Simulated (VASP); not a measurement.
# AlPt: structure and properties in VASP, part 3 of 4

What structure and properties does PBEsol give AlPt, and how near are they to the measured ones? The start is a computed cell from the Materials Project.

VASP 6.6.1, plane waves and PAW; the level of theory is named at each step.

So far. Step 3 (Single point with fields (PBEsol)): In this run the pressure is 0.00 GPa, small enough to go on. Step 4 (Band structure (PBEsol)): There is no gap at this level. The relaxed cell has a = 4.868 Å (conventional setting).

### 5. Density of states (PBEsol)

Level of this step: PBEsol; plane waves and PAW (Al, Pt) (VASP).

Here the states are counted by energy and projected on the atoms. The mesh is finer than in the run before.

INCAR reads:

```
SYSTEM = AlPt
PREC = Accurate
ENCUT = 400
EDIFF = 1E-06
NELM = 100
ISMEAR = -5
SIGMA = 0.2
LREAL = .FALSE.
ALGO = Normal
GGA = PS
NBANDS = 46
LASPH = .TRUE.
LORBIT = 11
LWAVE = .FALSE.
LCHARG = .FALSE.
KPAR = 4
NEDOS = 2001
```

POSCAR reads:

```
AlPt
1.0
    4.8679349866      0.0000000000      0.0000000000
    0.0000000000      4.8679349866      0.0000000000
    0.0000000000      0.0000000000      4.8679349866
Al Pt
4 4
Direct
    0.8441660006      0.8441660006      0.8441660006
    0.6558339994      0.1558339994      0.3441660006
    0.3441660006      0.6558339994      0.1558339994
    0.1558339994      0.3441660006      0.6558339994
    0.1541907813      0.1541907813      0.1541907813
    0.3458092187      0.8458092187      0.6541907813
    0.6541907813      0.3458092187      0.8458092187
    0.8458092187      0.6541907813      0.3458092187
```

KPOINTS reads:

```
Automatic mesh
0
Gamma
8 8 8
0 0 0
```

PAW data sets: Al and Pt (PBE family, release 64).

On the command line:

```bash
$ mpirun -np 4 vasp_std
```

What it wrote:

```text
[... set-up lines as in an earlier step ...]
 entering main loop
       N       E                     dE             d eps       ncg     rms          rms(c)
DAV:   1     0.190212821856E+03    0.19021E+03   -0.19708E+04  4140   0.833E+02
DAV:   2    -0.480598786210E+02   -0.23827E+03   -0.22230E+03  4554   0.199E+02
DAV:   3    -0.555007871376E+02   -0.74409E+01   -0.73536E+01  4978   0.331E+01
DAV:   4    -0.555547072802E+02   -0.53920E-01   -0.53897E-01  4678   0.316E+00
DAV:   5    -0.555553531598E+02   -0.64588E-03   -0.64594E-03  4758   0.363E-01    0.217E+01
DAV:   6    -0.529739082198E+02    0.25814E+01   -0.73243E+00  4464   0.155E+01    0.709E+00
DAV:   7    -0.527355180429E+02    0.23839E+00   -0.34720E-01  4398   0.320E+00    0.418E+00
DAV:   8    -0.526482251622E+02    0.87293E-01   -0.57082E-02  4674   0.108E+00    0.720E-01
DAV:   9    -0.526467519710E+02    0.14732E-02   -0.31802E-03  4852   0.258E-01    0.258E-01
DAV:  10    -0.526466484817E+02    0.10349E-03   -0.44899E-04  4650   0.104E-01    0.316E-02
DAV:  11    -0.526466684409E+02   -0.19959E-04   -0.13039E-05  4690   0.206E-02    0.149E-02
DAV:  12    -0.526466586763E+02    0.97646E-05   -0.12270E-06  3090   0.531E-03    0.441E-03
DAV:  13    -0.526466590867E+02   -0.41032E-06   -0.12312E-07  2508   0.163E-03
   1 F= -.52646659E+02 E0= -.52646659E+02  d E =0.000000E+00
 -----------------------------------------------------------------------------
|                                                                             |
|           W    W    AA    RRRRR   N    N  II  N    N   GGGG   !!!           |
|           W    W   A  A   R    R  NN   N  II  NN   N  G    G  !!!           |
|           W    W  A    A  R    R  N N  N  II  N N  N  G       !!!           |
|           W WW W  AAAAAA  RRRRR   N  N N  II  N  N N  G  GGG   !            |
|           WW  WW  A    A  R   R   N   NN  II  N   NN  G    G                |
|           W    W  A    A  R    R  N    N  II  N    N   GGGG   !!!           |
|                                                                             |
|     Tetrahedron method does not include variations of the Fermi             |
|     occupations, so forces and stress will be inaccurate. We suggest        |
|     using a different smearing scheme ISMEAR = 1 or 2 for metals in         |
|     relaxations.                                                            |
|                                                                             |
 -----------------------------------------------------------------------------
```

Wall time 32 s (4 MPI ranks of AMD EPYC 7R43, shared host); peak memory 0.92 GiB.

From OUTCAR (step 5):

```text
   k-points           NKPTS =     45   k-points in BZ     NKDIM =     45   number of bands    NBANDS=     46

   NELECT =      52.0000    total number of electrons

 E-fermi :  10.4263

 k-point     1 :       0.0000    0.0000    0.0000
  band No.  band energies     occupation
    ...
     22       8.7346      2.00000
     23       8.7346      2.00000
     24       8.7346      2.00000
     25      10.2758      2.00000
     26      10.2758      2.01661
     27      10.2758      0.08591
     28      14.7141      0.00000
     29      14.7141      0.00000
     30      14.7141      0.00000
     31      14.8879      0.00000
    ...

  Total       -0.0755507     -0.0755507     -0.0755507      0.0000000      0.0000000     -0.0000000
  in kB       -1.0493358     -1.0493358     -1.0493358      0.0000000      0.0000000     -0.0000000
  external PRESSURE =      -1.0493358 kB  Pullay stress =       0.0000000 kB

 POSITION                                       TOTAL-FORCE (eV/Angst)
 -----------------------------------------------------------------------------------
      4.10935      4.10935      4.10935        -0.000459     -0.000459     -0.000459
      3.19256      0.75859      1.67538         0.000459      0.000459     -0.000459
      1.67538      3.19256      0.75859        -0.000459      0.000459      0.000459
      0.75859      1.67538      3.19256         0.000459     -0.000459      0.000459
      0.75059      0.75059      0.75059        -0.010173     -0.010173     -0.010173
      1.68338      4.11734      3.18456         0.010173      0.010173     -0.010173
      3.18456      1.68338      4.11734        -0.010173      0.010173      0.010173
      4.11734      3.18456      1.68338         0.010173     -0.010173      0.010173
 -----------------------------------------------------------------------------------
    total drift:                                0.000000      0.000000      0.000000

  FREE ENERGIE OF THE ION-ELECTRON SYSTEM (eV)
  ---------------------------------------------------
  free  energy   TOTEN  =       -52.6466590867 eV

  energy  without entropy=      -52.6466590867  energy(sigma->0) =      -52.64665909

[... 7 parts as in an earlier step ...]

[... 9 further parts left out ...]
```

With tetrahedra the forces and stress of a metal are not exact derivatives of the energy.

This step gave:

| Item | Value |
| --- | --- |
| irreducible k-points | 45 |
| free energy (TOTEN) | -52.6467 eV |
| Fermi energy | 10.43 eV |
| pressure | -0.1049 GPa |
| DOS at the Fermi level | 0.9840 states/eV/cell |

The density of states has structure finer than the step of the table below, so its rows give means over 1 eV, whole bins alone (the curve runs from -12.0 to 4.15 eV). Peaks (eV: height): total -4.9: 19.3, -4.7: 17.0, -4.6: 19.1, -3.8: 14.8; Pt d -4.9: 14.3, -4.7: 12.9, -4.6: 14.4, -3.8: 11.1; Pt p -4.9: 0.629, -4.6: 0.727, -3.8: 0.662, -0.3: 0.692; Al p -4.9: 0.508, -4.6: 0.445, -3.8: 0.462, 3.3: 0.422; Pt s -6.0: 0.734, 2.3: 0.694, 3.0: 0.772, 3.3: 0.860.

States under -12.0 eV and over 4.2 eV are left out. The density of states by energy, zero at the Fermi level; means over each step; values in states/eV/cell:

```tsv
energy (eV)	total	Pt d	Pt p	Al p	Pt s	Al s
-11	0.233	7.9e-4	0.00359	0.00134	0.0850	0.0381
-10	0.752	0.0122	0.0288	0.0110	0.249	0.118
-9	1.24	0.0706	0.0724	0.0315	0.348	0.177
-8	1.90	0.288	0.135	0.0587	0.378	0.259
-7	3.87	1.42	0.207	0.104	0.357	0.462
-6	4.36	2.21	0.173	0.204	0.417	0.150
-5	10.3	7.40	0.347	0.312	0.254	0.0728
-4	8.14	6.10	0.352	0.229	0.0880	0.0363
-3	9.79	7.72	0.371	0.212	0.132	0.0595
-2	6.41	4.96	0.333	0.131	0.141	0.0417
-1	3.22	1.82	0.365	0.157	0.172	0.0457
0	1.95	0.847	0.327	0.122	0.0949	0.0408
1	1.78	0.777	0.224	0.129	0.122	0.0506
2	1.81	0.650	0.209	0.113	0.274	0.0614
3	3.02	0.879	0.256	0.173	0.479	0.224
```

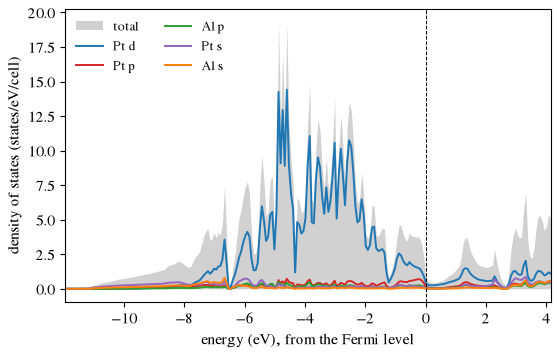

Density of states, plotted against energy.

The finer mesh and the other smearing move the Fermi level by -0.10 eV from the 6×6×6 run, one measure of the sampling error in the zero of the bands above. Of the states within 0.3 eV of the Fermi level, the largest shares in the PAW spheres are Pt d 42 %, Pt p 18 % and Al p 7 %. The rest lies in smaller channels or between the spheres.

### 6. Bands along the symmetry lines (PBEsol + SOC)

This step: PBEsol, spin-orbit coupling; plane waves and PAW (Al, Pt) (VASP 6.6.1).

Levels along the symmetry lines show where the bands peak and cross; KPOINTS_OPT computes them in the converged potential. Spin-orbit coupling needs spinors and the noncollinear program, where each band holds one electron.

INCAR reads:

```
SYSTEM = AlPt
PREC = Accurate
ENCUT = 400
EDIFF = 1E-06
NELM = 100
ISMEAR = 1
SIGMA = 0.2
LREAL = .FALSE.
ALGO = Normal
GGA = PS
LNONCOLLINEAR = .TRUE.
MAGMOM = 0 0 0 0 0 0 0 0 0 0 0 0 0 0 0 0 0 0 0 0 0 0 0 0
NBANDS = 68
GGA_COMPAT = .FALSE.
LASPH = .TRUE.
LSORBIT = .TRUE.
LMAXMIX = 4
LORBIT = 11
LWAVE = .FALSE.
LCHARG = .FALSE.
KPAR = 4
```

POSCAR is that of step 5.

KPOINTS reads:

```
Automatic mesh
0
Gamma
5 5 5
0 0 0
```

KPOINTS_OPT reads:

```
Line mode
12
Line-mode
Reciprocal
  0.00000000   0.00000000   0.00000000 GAMMA
  0.00000000   0.50000000   0.00000000 X

  0.00000000   0.50000000   0.00000000 X
  0.50000000   0.50000000   0.00000000 M

  0.50000000   0.50000000   0.00000000 M
  0.00000000   0.00000000   0.00000000 GAMMA

  0.00000000   0.00000000   0.00000000 GAMMA
  0.50000000   0.50000000   0.50000000 R

  0.50000000   0.50000000   0.50000000 R
  0.00000000   0.50000000   0.00000000 X

  0.50000000   0.50000000   0.00000000 M
  0.50000000   0.50000000   0.50000000 R
```

On the command line:

```bash
$ mpirun -np 4 vasp_ncl
```

What it wrote:

```text
[... set-up lines as in an earlier step ...]
 entering main loop
       N       E                     dE             d eps       ncg     rms          rms(c)
DAV:   1     0.206782165451E+03    0.20678E+03   -0.20414E+04  2040   0.113E+03
DAV:   2    -0.448810936989E+02   -0.25166E+03   -0.23669E+03  2304   0.245E+02
DAV:   3    -0.566786280092E+02   -0.11798E+02   -0.11539E+02  2432   0.472E+01
DAV:   4    -0.568610176486E+02   -0.18239E+00   -0.18163E+00  2408   0.618E+00
DAV:   5    -0.568636665207E+02   -0.26489E-02   -0.26448E-02  2376   0.746E-01    0.239E+01
DAV:   6    -0.542389066493E+02    0.26248E+01   -0.12587E+01  2216   0.211E+01    0.952E+00
DAV:   7    -0.540104554028E+02    0.22845E+00   -0.59997E-01  2200   0.450E+00    0.605E+00
DAV:   8    -0.539402077626E+02    0.70248E-01   -0.33183E-02  2376   0.897E-01    0.278E+00
DAV:   9    -0.539206637147E+02    0.19544E-01   -0.17029E-02  2360   0.781E-01    0.496E-01
DAV:  10    -0.539204286784E+02    0.23504E-03   -0.98244E-04  2360   0.159E-01    0.178E-01
DAV:  11    -0.539203731162E+02    0.55562E-04   -0.23090E-04  2240   0.948E-02    0.353E-02
DAV:  12    -0.539203701999E+02    0.29163E-05   -0.28882E-06  2368   0.968E-03    0.186E-02
DAV:  13    -0.539203685736E+02    0.16263E-05   -0.57201E-07  1272   0.425E-03    0.271E-03
DAV:  14    -0.539203685231E+02    0.50520E-07   -0.40737E-07  1204   0.339E-03
   1 F= -.53920369E+02 E0= -.53920745E+02  d E =0.113036E-02  mag=     0.0000    -0.0000     0.0000
 Start KPOINTS_OPT (optional k-point list driver)
k-point batch [1-15\72]
       N       E                     dE             ncg
DAV:   1     0.879994433941E+04    0.24768E+04     2040
DAV:   2     0.506932976911E+04   -0.37306E+04     2272
DAV:   3     0.489025129829E+04   -0.17908E+03     2476
DAV:   4     0.488770927810E+04   -0.25420E+01     2456
DAV:   5     0.488767335550E+04   -0.35923E-01     2408
DAV:   6     0.488767246172E+04   -0.89378E-03     2432
DAV:   7     0.488767243211E+04   -0.29614E-04     2416
DAV:   8     0.488767243100E+04   -0.11114E-05     1784
DAV:   9     0.488767243094E+04   -0.58500E-07     1528
[...]
k-point batch [61-72\72]
       N       E                     dE             ncg
DAV:   1     0.942226216090E+04   -0.87525E+04     1632
DAV:   2     0.634422171575E+04   -0.30780E+04     1860
DAV:   3     0.623524280489E+04   -0.10898E+03     1912
DAV:   4     0.623395606754E+04   -0.12867E+01     1832
DAV:   5     0.623393785656E+04   -0.18211E-01     1792
DAV:   6     0.623393747039E+04   -0.38618E-03     1820
DAV:   7     0.623393746063E+04   -0.97582E-05     1792
DAV:   8     0.623393746040E+04   -0.23109E-06     1188
```

It took 2.3 min on 4 MPI ranks; peak memory 1.6 GiB; 9.2 min of CPU time.

OUTCAR, selected parts (step 6):

```text
   k-points           NKPTS =     15   k-points in BZ     NKDIM =     15   number of bands    NBANDS=     68

   NELECT =      52.0000    total number of electrons

 E-fermi :  10.5227

 k-point     1 :       0.0000    0.0000    0.0000
  band No.  band energies     occupation
    ...
     50      10.1753      1.01696
     51      10.3860      0.95392
     52      10.3860      0.95392
     53      10.3860      0.95392
     54      10.3860      0.95392
     55      14.6315      0.00000
     56      14.6315      0.00000
     57      14.6315      0.00000
     58      14.6315      0.00000
     59      14.6605      0.00000
    ...

  Total       -0.1326921     -0.1326921     -0.1326921     -0.0000000     -0.0000000      0.0000000
  in kB       -1.8429831     -1.8429831     -1.8429831     -0.0000000     -0.0000000      0.0000000
  external PRESSURE =      -1.8429831 kB  Pullay stress =       0.0000000 kB

 POSITION                                       TOTAL-FORCE (eV/Angst)
 -----------------------------------------------------------------------------------
      4.10935      4.10935      4.10935         0.006859      0.006859      0.006859
      3.19256      0.75859      1.67538        -0.006859     -0.006859      0.006859
      1.67538      3.19256      0.75859         0.006859     -0.006859     -0.006859
      0.75859      1.67538      3.19256        -0.006859      0.006859     -0.006859
      0.75059      0.75059      0.75059        -0.004288     -0.004288     -0.004288
      1.68338      4.11734      3.18456         0.004288      0.004288     -0.004288
      3.18456      1.68338      4.11734        -0.004288      0.004288      0.004288
      4.11734      3.18456      1.68338         0.004288     -0.004288      0.004288
 -----------------------------------------------------------------------------------
    total drift:                                0.000000      0.000000      0.000000

  FREE ENERGIE OF THE ION-ELECTRON SYSTEM (eV)
  ---------------------------------------------------
  free  energy   TOTEN  =       -53.9203685231 eV

  energy  without entropy=      -53.9214988864  energy(sigma->0) =      -53.92074531

 Spin-Orbit-Coupling matrix elements
 Ion:    1  E_soc:     -0.0004542
 Ion:    2  E_soc:     -0.0004542
 Ion:    3  E_soc:     -0.0004542
 Ion:    4  E_soc:     -0.0004542
 Ion:    5  E_soc:     -0.6395944
 Ion:    6  E_soc:     -0.6395944
 Ion:    7  E_soc:     -0.6395944
 Ion:    8  E_soc:     -0.6395944

 magnetization (x)
# of ion       s       p       d       tot
------------------------------------------
    1       -0.000  -0.000   0.000  -0.000
    2        0.000   0.000   0.000   0.000
    3       -0.000  -0.000   0.000  -0.000
    4        0.000   0.000   0.000   0.000
    5        0.000   0.000   0.000   0.000
    6       -0.000  -0.000  -0.000  -0.000
    7        0.000   0.000   0.000   0.000
    8       -0.000  -0.000  -0.000  -0.000
--------------------------------------------------
tot         -0.000  -0.000   0.000   0.000

 magnetization (y)
# of ion       s       p       d       tot
------------------------------------------
    1       -0.000  -0.000   0.000  -0.000
    2        0.000   0.000   0.000   0.000
    3        0.000   0.000   0.000   0.000
    4       -0.000  -0.000   0.000  -0.000
    5        0.000   0.000   0.000   0.000
    6       -0.000  -0.000  -0.000  -0.000
    7       -0.000  -0.000  -0.000  -0.000
    8        0.000   0.000   0.000   0.000
--------------------------------------------------
tot          0.000  -0.000   0.000   0.000

 magnetization (z)
# of ion       s       p       d       tot
------------------------------------------
    1       -0.000  -0.000   0.000  -0.000
    2       -0.000  -0.000   0.000  -0.000
    3        0.000   0.000   0.000   0.000
    4        0.000   0.000   0.000   0.000
    5        0.000   0.000   0.000   0.000
    6        0.000   0.000   0.000   0.000
    7       -0.000  -0.000  -0.000  -0.000
    8       -0.000  -0.000  -0.000  -0.000
--------------------------------------------------
tot          0.000   0.000  -0.000   0.000

[... 7 parts as in an earlier step ...]

[... 9 further parts left out ...]
```

The k-mesh is coarse for a metal.

Numbers from this step:

```yaml
scf_cycles: 14
bands: 68
irreducible_k_points: 15
free_energy_toten: -53.9204 eV
energy_at_zero_smearing: -53.9207 eV
fermi_energy: 10.52 eV
pressure: -0.1843 GPa
```

On-site spin-orbit energy by atom:

```tsv
atom	on-site spin-orbit energy (eV)
Al1	0.000
Al2	0.000
Al3	0.000
Al4	0.000
Pt5	-0.640
Pt6	-0.640
Pt7	-0.640
Pt8	-0.640
```

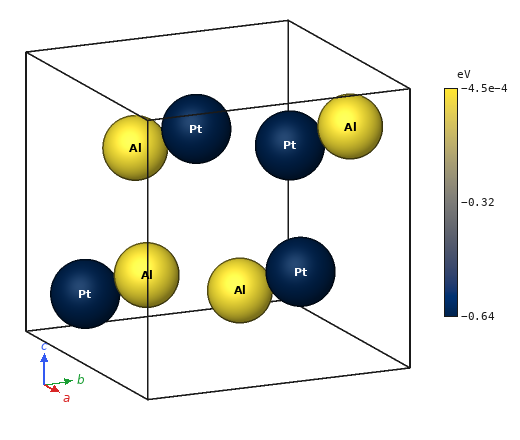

Atoms coloured by on-site spin-orbit energy.

Electronic bands along the path, in eV, zero at the Fermi level; # counts the bands kept:

```tsv
point	#49	#50	#51	#52	#53	#54	#55	#56
Γ	-0.35	-0.35	-0.14	-0.14	-0.14	-0.14	4.11	4.11
X	-0.86	-0.86	-0.56	-0.56	1.17	1.17	1.29	1.29
M	0.27	0.27	0.27	0.27	1.27	1.27	1.27	1.27
Γ	-0.35	-0.35	-0.14	-0.14	-0.14	-0.14	4.11	4.11
R	-0.94	-0.94	-0.69	-0.69	-0.69	-0.69	-0.69	-0.69
X	-0.86	-0.86	-0.56	-0.56	1.17	1.17	1.29	1.29
jump to M	0.27	0.27	0.27	0.27	1.27	1.27	1.27	1.27
R	-0.94	-0.94	-0.69	-0.69	-0.69	-0.69	-0.69	-0.69
```

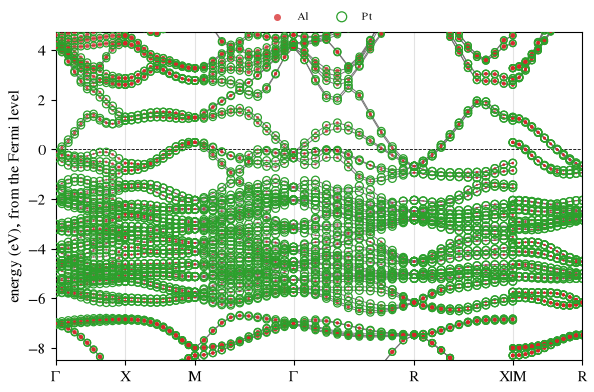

Electronic bands along the path; dots are coloured as in the legend, and their area grows with the weight.

There is no gap at this level.

Of the bands kept, 8 cross the Fermi level on this path (spinor bands, one electron each).

(Part 3 of 4 ends here.)

[Lines on the potential files, build, host, timing and source positions are cut from VASP's logs without a mark.]

[Logs are printed without paths, hosts, clocks, repeated set-up lines and the standing remarks that a program may print on its own settings, such as how far it seeks lower states.]

[Hosts, paths, dates, database ids (printed as entryN), source tags and the programs' standing remarks are cut or masked in the printed files.]

[A measured line is paired with the nearest computed mode of its activity, which favours agreement.]
